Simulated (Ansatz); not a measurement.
## A computed series for CdS: response to strain

The reference is CdS in the zinc blende structure (space group F-43m, No. 216).

```
CELL_PARAMETERS angstrom
      0.00000     2.91217     2.91217
      2.91217     0.00000     2.91217
      2.91217     2.91217     0.00000
ATOMIC_POSITIONS crystal
  S  0.75000 0.75000 0.75000
  Cd 0.00000 0.00000 0.00000
```

Cartesian axes are those of the cell as printed.

Strains are applied to the cell and any free atomic positions relax; under biaxial strain the out-of-plane vector relaxes too.

Calculations: Kohn–Sham DFT with the PBEsol functional, run in Ansatz (an electronic-structure program) with PAW and 420 eV plane waves, scalar-relativistic without spin-orbit coupling.

Notes on the quantities. pressure: mean of the normal stresses, compression positive.

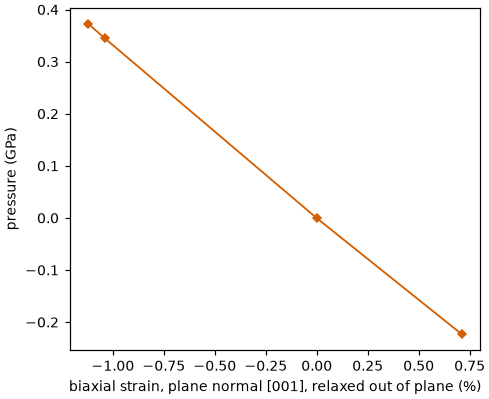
Fig. 1. Pressure against biaxial strain, plane normal [001], relaxed out of plane

```json
[
 {"biaxial strain, plane normal [001], relaxed out of plane (%)": "-1.12", "pressure": "0.37 GPa"},
 {"biaxial strain, plane normal [001], relaxed out of plane (%)": "-1.04", "pressure": "0.35 GPa"},
 {"biaxial strain, plane normal [001], relaxed out of plane (%)": "0.71", "pressure": "-0.22 GPa"}
]
```

Stability against distortions was not tested.
